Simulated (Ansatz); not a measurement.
```yaml
crystal:
  lattice:
    - [0.00000, -6.01421, 0.00000]
    - [6.87194, 0.00000, 0.00000]
    - [0.00000, 0.00000, 4.65355]
  atoms:
    - { symbol: Tb, position: [0.00000, 0.00000, 0.50000] }
    - { symbol: Tb, position: [0.50000, 0.50000, 0.50000] }
    - { symbol: Sb, position: [0.50000, 0.00000, 0.00000] }
    - { symbol: Sb, position: [0.00000, 0.50000, 0.00000] }
    - { symbol: C, position: [0.10819, 0.00000, 0.00000] }
    - { symbol: C, position: [0.60819, 0.50000, 0.00000] }
    - { symbol: C, position: [0.89181, 0.00000, 0.00000] }
    - { symbol: C, position: [0.39181, 0.50000, 0.00000] }
```

Space group Cmmm; a structure generated by program, which may or may not match a known phase; computed without spin polarisation; no Hubbard U on the f states and no spin–orbit coupling.

These are results of DFT PBE, scalar-relativistic, plane waves, PAW; 4f electrons in the core of a trivalent norm-conserving potential in Ansatz 0.2.0, not measurements.

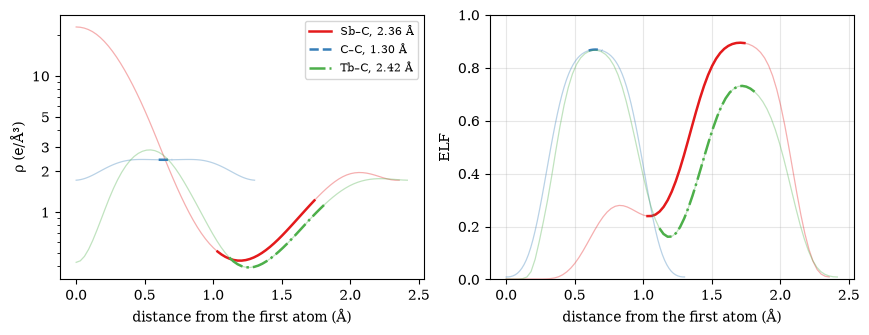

TbSbC$_{2}$. Valence charge density (pseudo) and ELF along straight lines between neighbouring atoms. Thin, pale parts lie inside the atomic spheres.

The density is the valence pseudo-density of a pseudopotential calculation; it isn't the true density close to the nuclei.

Question: What can be read from the curves?

Answer: Sb–C (2.36 Å): ρ at the midpoint is about 0.44 e/Å³; the ELF peaks at about 0.90 in the valence shell of C, 0.6 Å from its nucleus, and is about 0.30 at the midpoint.
C–C (1.30 Å): the density is about 2.4 e/Å³ at the midpoint; the ELF peaks at about 0.85 between the atoms.
Tb–C (2.42 Å): ρ is about 0.4 e/Å³ halfway; the ELF peaks at about 0.75 in the valence shell of C, 0.7 Å from its nucleus, and drops to about 0.15 between the two atoms (no localised pair shows between them).
